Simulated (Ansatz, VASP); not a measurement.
# Cross-check of ZnO (zincite) between VASP and Ansatz, part 3 of 3

One calculation is typed for both programs; each brings its own data sets. How far apart do they land?  Valence electrons are named where the data sets of a main pair hold unlike numbers.

VASP 6.6.1 and Ansatz 0.2.0.

So far. Step 4 (Comparison): The forces differ by 7.8 meV/Å r.m.s., which is 15.4 % of the r.m.s. force of 0.050 eV/Å (both taken over all components). Among the levels compared at these points, filled levels agree within 14 meV and empty ones within 34 meV.

**5. VASP: band structure, PBE-EpsX with an exact-exchange share of 0.171 (continued)**

Level of this step: PBE-EpsX, exact-exchange share 1/5.865; plane waves and PAW (Zn, O) (VASP).

Numbers of over 12 decimals in the logs are rounded to 6 here.

Parts of OUTCAR (step 5):

```text
 POSITION                                       TOTAL-FORCE (eV/Angst)
 -----------------------------------------------------------------------------------
     -0.00000      1.87599      2.60285         0.000000     -0.000000     -0.079459
      1.62465      0.93799      0.00000        -0.000000      0.000000     -0.079459
      1.62465      0.93799      1.97302         0.000000      0.000000      0.079459
     -0.00000      1.87599      4.57587         0.000000     -0.000000      0.079459
 -----------------------------------------------------------------------------------
    total drift:                               -0.000003      0.000000     -0.000547

  FREE ENERGIE OF THE ION-ELECTRON SYSTEM (eV)
  ---------------------------------------------------
  free  energy   TOTEN  =       -21.9022444571 eV

  energy  without entropy=      -21.9022444571  energy(sigma->0) =      -21.90224446

[... 2 parts as in an earlier step ...]

[... 1 further part left out ...]
[key lines of the parts left out:]
E-fermi :   0.2169
```

**6. Ansatz: band structure, PBE-EpsX with an exact-exchange share of 0.171**

The same cell, functional, mesh and smearing now go to Ansatz, which takes its cutoff from its data sets.

Input file input.yaml:

```yaml
crystal:
  lattice:
    - [3.249308, 0.0, 0.0]
    - [-1.624654, 2.8139832727, 0.0]
    - [0.0, 0.0, 5.205709]
  atoms:
    - { symbol: Zn, position: [0.3333333333, 0.6666666667, 0.5] }
    - { symbol: Zn, position: [0.6666666667, 0.3333333333, 0.0] }
    - { symbol: O, position: [0.6666666667, 0.3333333333, 0.37901] }
    - { symbol: O, position: [0.3333333333, 0.6666666667, 0.87901] }
hamiltonian:
  xc: { exchange: pbe, correlation: pbe, exx: { coeff: 0.171 } }
  pseudopotentials: { kind: paw }
kpoints:
  mp_grid: { grid: [5, 5, 3] }
  band_path:
    path:
      - [0.0, 0.0, 0.0]
      - [0.4, 0.0, 0.0]
      - [0.4, 0.2, 0.0]
      - [0.2, 0.2, 0.0]
      - [0.0, 0.0, 0.1]
      - [0.0, 0.0, 0.5]
      - [0.4, 0.0, 0.5]
      - [0.4, 0.2, 0.5]
      - [0.2, 0.2, 0.5]
      - [0.5, 0.0, 0.4]
      - [0.33333, 0.33333, 0.0]
      - [0.33333, 0.33333, 0.5]
    npoints: 1
scf:
  occupations: { method: gaussian, width: 0.02 }
  n_extra_bands: 8
output:
  forces: true
  stress: true
  eigenvalues: true
```

On the command line:

```sh
$ ansatz run input.yaml --threads 4 --pin off --max-ram 9216MiB --backend cpu --events-out ev --progress --plain --runs-dir out
```

Log:

```text
[...]
Crystal: 4 atoms, lattice volume = 47.598 Å³
Basis set: ecut = 420 eV, 941 PW (Γ), exchange–correlation on 48×48×72 points (8 copies of the dense FFT grid, shifted against one another)
Bands: 26, of which v1, the nominal top of the filled ones, is band 18 counted from 1 (17 counted from 0)
Symmetry: 12 space group operations
[...]
k-points: 10 of 75 (time reversal used)
[...]
--- Band table (eV; the first three rows and the last of 10) ---
  k-point 0: bands = [... 14 lower, 5.2222, 6.0176, 6.0795, 6.0795, 8.5170, 13.1826, 16.2964, 20.9392, ... 4 higher]
  k-point 1: bands = [... 14 lower, 5.4392, 5.4392, 5.8673, 5.8673, 10.1595, 12.2538, 17.1290, 19.6193, ... 4 higher]
  k-point 2: bands = [... 14 lower, 4.6695, 4.7144, 5.7217, 5.7998, 10.3939, 14.6031, 16.1833, 18.2966, ... 4 higher]
  k-point 9: bands = [... 14 lower, 3.1547, 4.0954, 4.3680, 4.8509, 14.4515, 15.0865, 16.1754, 16.9075, ... 4 higher]
[key lines of the parts left out:]
Free energy (F): -7773.660158 eV
Fermi energy:    7.298305 eV
P = ⅓ Tr σ = 1.6765 GPa (16.765 kbar)
```

Run time: 32 s. Hardware: 4 threads of Arm Neoverse V1, shared host; peak memory 0.68 GiB; 1.9 min of CPU time.

**7. Side by side**

What differs besides the data sets and the points named for the pairs above, as far as they apply: the cutoff is 420 eV in Ansatz and 520 eV in VASP. Total energies have different zeros and are not compared.

The two programs side by side:

```
                     quantity  Ansatz   VASP  difference
gap over the path points (eV)   2.438  2.408      +0.030
```

Forces (eV/Å; atoms numbered as in POSCAR):

```
atom        Ansatz x, y, z          VASP x, y, z
 Zn1  0.000, 0.000, -0.075  0.000, 0.000, -0.079
 Zn2  0.000, 0.000, -0.075  0.000, 0.000, -0.079
  O3   0.000, 0.000, 0.075   0.000, 0.000, 0.079
  O4   0.000, 0.000, 0.075   0.000, 0.000, 0.079
```

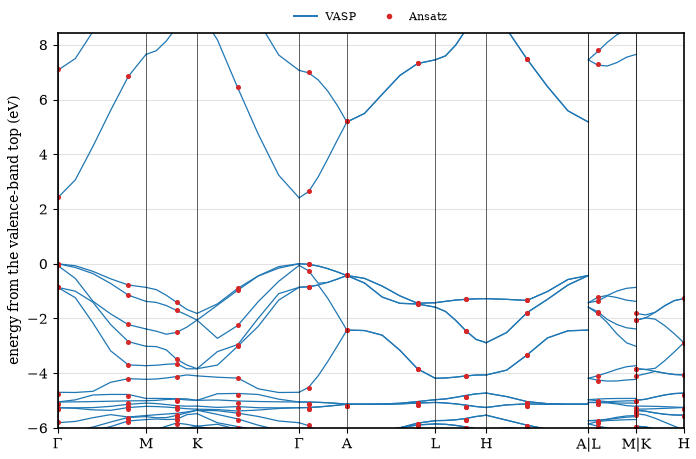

Bands from VASP (lines) and levels from Ansatz (dots). Dots without a line are higher empty bands that the VASP plot leaves out.

Levels at points of the path, from each program's valence-band top (eV; 4 filled, then empty):

```
k (reciprocal lattice)                                   Ansatz                                     VASP
     0.000 0.000 0.000    -0.86 -0.06 0.00 0.00 2.44 7.10 10.22    -0.86 -0.06 0.00 0.00 2.41 7.07 10.21
     0.400 0.000 0.000   -2.85 -2.21 -1.15 -0.77 6.87 9.29 9.47   -2.85 -2.23 -1.15 -0.78 6.85 9.26 9.45
     0.400 0.200 0.000   -3.48 -2.51 -1.70 -1.41 8.68 9.39 9.45   -3.49 -2.51 -1.71 -1.41 8.65 9.37 9.43
     0.200 0.200 0.000  -2.96 -2.25 -0.97 -0.90 6.44 9.57 10.48  -2.95 -2.25 -0.96 -0.90 6.42 9.54 10.45
     0.000 0.000 0.100  -0.84 -0.26 -0.02 -0.02 2.66 7.01 10.29  -0.84 -0.26 -0.02 -0.02 2.64 6.98 10.28
     0.000 0.000 0.500  -0.43 -0.43 -0.43 -0.43 5.20 5.20 12.10  -0.43 -0.43 -0.43 -0.43 5.18 5.18 12.07
     0.400 0.000 0.500  -1.46 -1.46 -1.44 -1.44 7.34 7.34 10.65  -1.47 -1.47 -1.44 -1.44 7.32 7.32 10.63
     0.400 0.200 0.500  -2.45 -2.45 -1.29 -1.29 8.58 8.58 10.53  -2.45 -2.45 -1.30 -1.30 8.55 8.55 10.51
     0.200 0.200 0.500  -1.78 -1.78 -1.34 -1.34 7.50 7.50 11.05  -1.79 -1.79 -1.34 -1.34 7.47 7.47 11.02
     0.500 0.000 0.400  -1.81 -1.75 -1.35 -1.22 7.29 7.79 10.32  -1.82 -1.75 -1.36 -1.23 7.26 7.76 10.29
```

The forces differ by 2.4 meV/Å r.m.s., which is 5.2 % of the r.m.s. force of 0.046 eV/Å (both taken over all components). Among the levels compared at these points, filled levels agree within 16 meV and empty ones within 38 meV.

**8. Outcome**

```
largest difference of a filled level at the path points (band structure, r2SCANh with an exact-exchange share of 0.1)    : 14 meV
r.m.s. force difference (band structure, r2SCANh with an exact-exchange share of 0.1)                                    : 7.8 meV/Å
largest difference of a filled level at the path points (band structure, PBE-EpsX with an exact-exchange share of 0.171) : 16 meV
```

The r.m.s. force difference is 7.8 meV/Å (band structure, r2SCANh with an exact-exchange share of 0.1), within the 12 meV/Å picked in this series as the mark of a large difference. How closely two codes agree says nothing of how well the functional describes the real material.

[Lines on the potential files, build, host, timing and source positions are cut from VASP's logs without a mark.]

[Logs are printed without paths, hosts, clocks, repeated set-up lines and the standing remarks that a program may print on its own settings, such as how far it seeks lower states.]

[Hosts, paths, dates, database ids (printed as entryN), source tags and the programs' standing remarks are cut or masked in the printed files.]
